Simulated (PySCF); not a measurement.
# C11H2F8O2: the cost of one run

Programs: PySCF 2.14.0, with density-fitted response routines of our own. Each step states its level of theory. These are calculated values for one molecule in the gas phase, unless marked as measured. Atoms count from 0, in the outputs and in this text.

### Step 1. Starting geometry

23 atoms, charge 0, multiplicity 1; geometry from: GFN2-xTB.

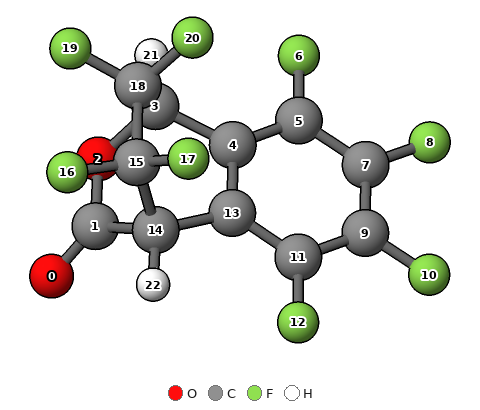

As it starts; oxygen red, carbon grey, fluorine green, hydrogen white, atoms numbered.

### Step 2. Optimising the geometry at PBE0-D3(BJ)/def2-SVP

What the job is given:

```
{"job": {"xc": "PBE0", "basis": "def2-SVP", "d3": "d3bj", "grid": 1, "kind": "geom"}, "charge": 0, "multiplicity": 1}
O     -2.147640    -2.237610    -1.738710
C     -1.676100    -1.284320    -1.215840
O     -1.611570    -0.077840    -1.807010
C     -0.984360     0.947590    -1.056380
C      0.380700     0.492200    -0.621570
C      1.586390     1.134140    -0.842590
F      1.625760     2.292310    -1.494650
C      2.764290     0.549130    -0.375830
F      3.932850     1.147640    -0.578230
C      2.719930    -0.669820     0.301280
F      3.847030    -1.217550     0.740450
C      1.499580    -1.311950     0.516500
F      1.460410    -2.473730     1.161800
C      0.332650    -0.724280     0.055850
C     -1.057140    -1.262620     0.200160
C     -1.870800    -0.220270     0.992310
F     -3.148560    -0.617690     1.134930
F     -1.371210    -0.088050     2.240700
C     -1.806770     1.150680     0.242250
F     -3.041830     1.597800    -0.041900
F     -1.220940     2.088400     1.016160
H     -0.989530     1.849840    -1.671690
H     -1.112910    -2.243010     0.675160
```

Q: Estimate the wall time of this first job on 8 threads of Intel Xeon Platinum 8488C (Sapphire Rapids), shared host.

About 5.9 min.
